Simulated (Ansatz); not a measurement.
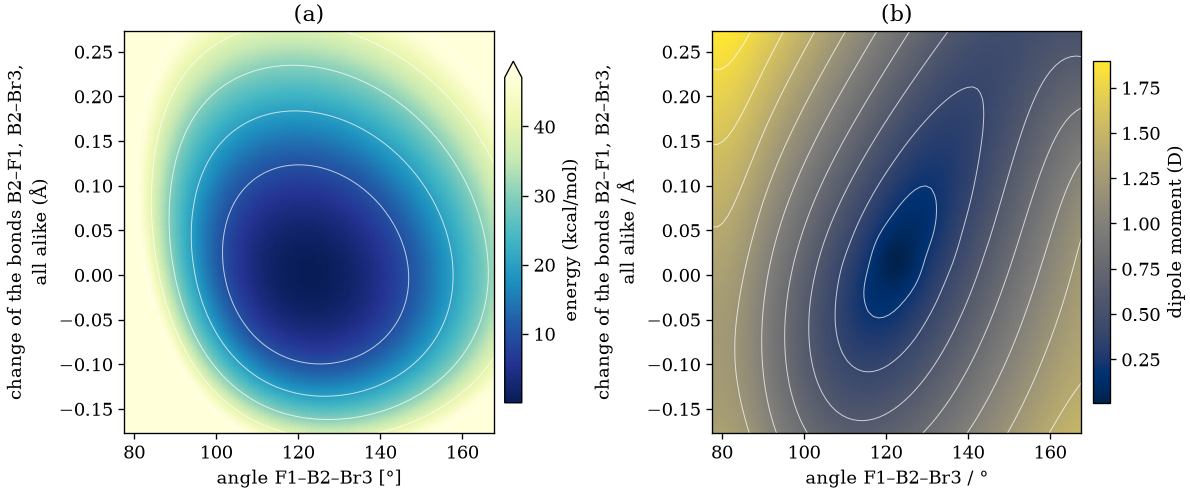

BBrF, SMILES F[B]Br, spin multiplicity 2. The first coordinate is: angle F1–B2–Br3; the second: change of the bonds B2–F1, B2–Br3, all alike. Nothing is relaxed (all other coordinates rigid). The scan uses a 15 × 15 grid. Points are written as (first, second). All energies are given in kcal/mol relative to the relaxed molecule at the same level. All numbers below come from Ansatz, UKS wB97X-V/def2-SVP.

Panel (a) is the energy and panel (b) the computed dipole moment on the same grid.

In the figure: a smooth colour map with a few white contour lines, one colour for all values above the top of the scale. Between grid points the surface is interpolated.

How does the dipole moment vary over the map, and what is it at the lowest grid point?

Leaving out the highest fifth of the energies, it runs from 0.01 D at (122.6°, 0.016 Å) to 1.62 D at (90.5°, 0.241 Å). At the lowest grid point, (122.6°, 0.016 Å), it is 0.01 D.

```
second ↓, first →  77.6  84.1  90.5  96.9  103.3  109.8  116.2  122.6  129.1  135.5  141.9  148.3  154.8  161.2  167.6
            0.273  1.90  1.86  1.72  1.55   1.38   1.21   1.04   0.88   0.72   0.59   0.50   0.47   0.48   0.52   0.51
            0.241  1.82  1.78  1.62  1.45   1.28   1.10   0.93   0.77   0.62   0.51   0.44   0.45   0.51   0.58   0.61
            0.209  1.75  1.69  1.53  1.35   1.17   0.99   0.82   0.66   0.52   0.42   0.40   0.45   0.55   0.66   0.72
            0.177  1.67  1.61  1.44  1.25   1.07   0.89   0.71   0.55   0.42   0.35   0.38   0.48   0.61   0.74   0.84
            0.144  1.59  1.52  1.35  1.15   0.96   0.78   0.60   0.44   0.32   0.29   0.38   0.51   0.67   0.82   0.95
            0.112  1.52  1.45  1.26  1.06   0.86   0.67   0.49   0.33   0.23   0.27   0.40   0.56   0.73   0.89   1.05
            0.080  1.45  1.38  1.18  0.97   0.77   0.57   0.38   0.22   0.16   0.27   0.44   0.61   0.79   0.96   1.13
            0.048  1.39  1.31  1.11  0.89   0.68   0.47   0.28   0.11   0.14   0.31   0.49   0.67   0.85   1.02   1.19
            0.016  1.33  1.26  1.05  0.82   0.61   0.40   0.20   0.01   0.19   0.37   0.56   0.73   0.91   1.08   1.24
           −0.016  1.29  1.22  1.00  0.78   0.55   0.35   0.16   0.12   0.27   0.45   0.63   0.80   0.97   1.13   1.28
           −0.048  1.25  1.19  0.98  0.75   0.53   0.34   0.21   0.23   0.37   0.53   0.70   0.87   1.03   1.18   1.31
           −0.080  1.24  1.18  0.97  0.74   0.54   0.38   0.30   0.35   0.47   0.62   0.78   0.94   1.09   1.24   1.35
           −0.112  1.24  1.19  0.99  0.77   0.58   0.45   0.41   0.47   0.58   0.72   0.86   1.01   1.16   1.29   1.39
           −0.144  1.25  1.21  1.02  0.82   0.65   0.55   0.53   0.59   0.69   0.81   0.95   1.09   1.23   1.36   1.44
           −0.177  1.29  1.26  1.08  0.90   0.75   0.67   0.66   0.71   0.80   0.92   1.04   1.17   1.30   1.42   1.50
```
